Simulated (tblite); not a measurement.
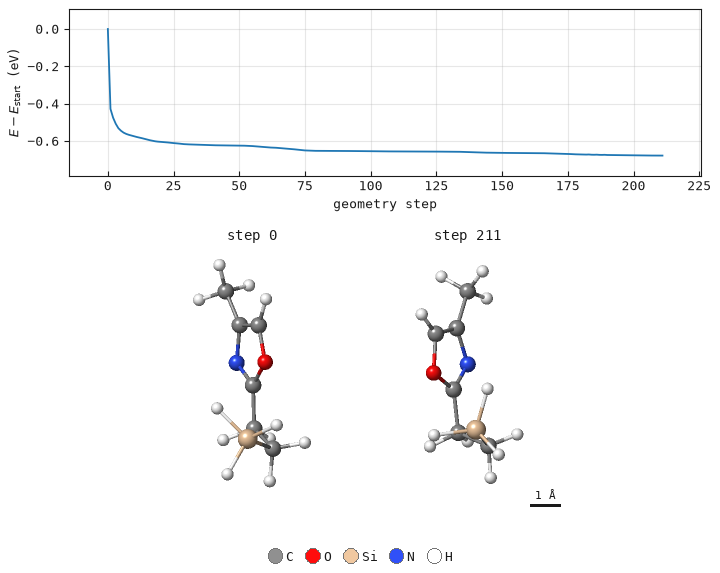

First and last geometry of a relaxation of C6H11NOSi, with the history of the run. A ball-and-stick model, seen from a free direction.

These are results of tblite, GFN2-xTB geometry optimisation, gas phase, not measurements. 

> What do the curves and the structures tell?

It converged. The atom that moves furthest after the best rigid fit is an H atom (2.12 Å). Largest moves by element: H 2.12 Å, O 1.66 Å, C 1.36 Å, Si 0.53 Å, N 0.52 Å. Near-neighbour distances that change, for instance: C–N 1.359 → 1.294 Å, C–O 1.302 → 1.356 Å, C–Si 1.861 → 1.908 Å, C–C 1.404 → 1.361 Å. Bond angles that change, for instance: O–C–C 130.4° → 119.1°, O–C–H 128.9° → 118.2°, C–C–H 125.0° → 133.6°. Groups turn about C–C by about 80°, C–C by about 75°, C–Si by about 45°. After 211 geometry steps the energy has fallen by 0.678 eV. The run took 1.4 s on 1 thread of Arm Neoverse V2, with other jobs on the host.

| step | E − E(0), eV |
| --- | --- |
| 0 | 0.0000 |
| 1 | -0.4283 |
| 2 | -0.4753 |
| 3 | -0.5076 |
| 4 | -0.5314 |
| 5 | -0.5452 |
| 6 | -0.5553 |
| 7 | -0.5621 |
| 8 | -0.5669 |
| 9 | -0.5708 |
| 10 | -0.5749 |
| 21 | -0.6052 |
| 31 | -0.6182 |
| 42 | -0.6231 |
| 52 | -0.6251 |
| 63 | -0.6355 |
| 73 | -0.6477 |
| 84 | -0.6530 |
| 95 | -0.6538 |
| 105 | -0.6555 |
| 116 | -0.6561 |
| 126 | -0.6568 |
| 137 | -0.6589 |
| 148 | -0.6633 |
| 158 | -0.6643 |
| 169 | -0.6666 |
| 179 | -0.6718 |
| 190 | -0.6749 |
| 200 | -0.6771 |
| 211 | -0.6780 |
